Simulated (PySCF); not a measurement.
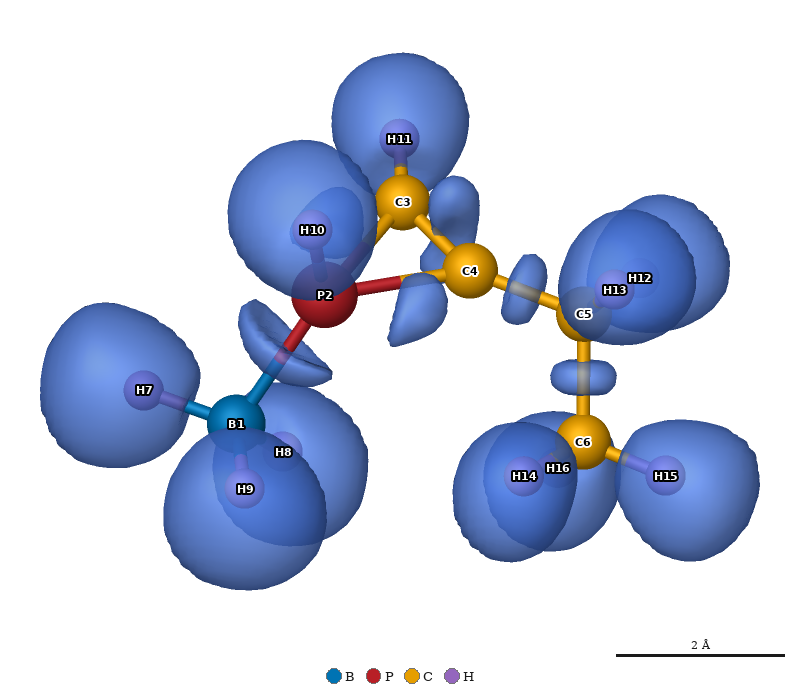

Figure 1: C4H10BP. Isosurface of the electron localisation function at 0.85 (blue), seen across its widest extent. Core shells and regions of very low density are left out.

Geometry: GFN2-xTB.

Computed with B3LYP/def2-SVPD, SCF density, gas phase (PySCF 2.14.0).

```xyz
16

B     2.2760    1.1414   -0.0467
P     1.3350   -0.3843    0.7172
C     0.6937   -1.8172   -0.1999
C    -0.2821   -1.0030    0.1538
C    -1.7068   -0.6528    0.0553
C    -1.8521    0.8028   -0.3871
H     3.4323    0.8767    0.0146
H     1.8334    1.1715   -1.1514
H     1.9661    2.0655    0.6341
H     1.4016   -0.8680    2.0432
H     0.9206   -2.7064   -0.7465
H    -2.2062   -1.3241   -0.6491
H    -2.1709   -0.7807    1.0382
H    -1.3018    1.4536    0.2900
H    -2.8978    1.0990   -0.3889
H    -1.4486    0.9350   -1.3882
```

**Where are the electrons localised?**

The surface consists of one region between bonded B–P atoms (shared pairs), three regions between bonded C–C atoms (shared pairs), two regions between bonded C–P atoms (shared pairs) and ten regions around hydrogen nuclei. Along the contacts the grid gives the following. C–C (1.32 Å): the ELF peaks at about 0.90 between the atoms (a short, multiple covalent bond). C–P (1.82 Å): the ELF peaks at about 0.80 between the atoms (a covalent bond).
